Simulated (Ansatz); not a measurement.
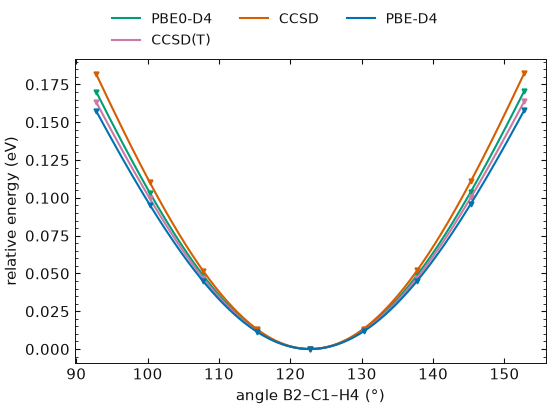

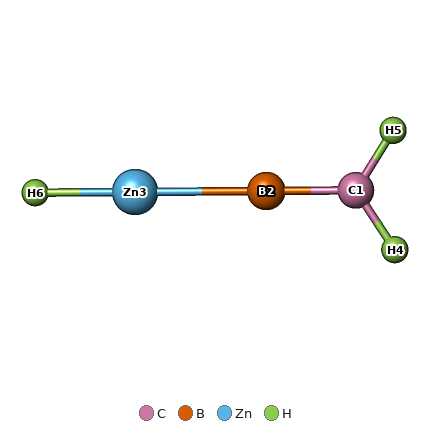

Rigid scan of the bend B2–C1–H4 in CH₃BZn, SMILES C=[B][ZnH], singlet. The Ansatz code 0.2.0, def2-TZVPP, cores frozen in correlated methods. A bend is scanned from the minimum (PBE0-D4/def2-TZVP); energies less that of the minimum at the same level; the first-named atom and what hangs on it turn in the plane. Choice of cores on heavy atoms: 3s 3p of Cu and Zn frozen. Splines pass through the computed points, which are marked.

**Which curve follows CCSD(T) best, and which worst?**

Best PBE-D4, worst CCSD; largest departures: PBE-D4 0.006, PBE0-D4 0.007, CCSD 0.019 eV. CCSD(T) is in the same finite basis, not at its limit.

**Where is the minimum of each curve?**

PBE0-D4: near 123°; CCSD(T): near 123°; CCSD: near 123°; PBE-D4: near 123° (from the spline).

**How far can the coupled-cluster curve be trusted along the scan?**

The calculation's T1 diagnostic reaches at most 0.016 (at 130°), under the customary mark of 0.02, so it gives no sign of multireference character.
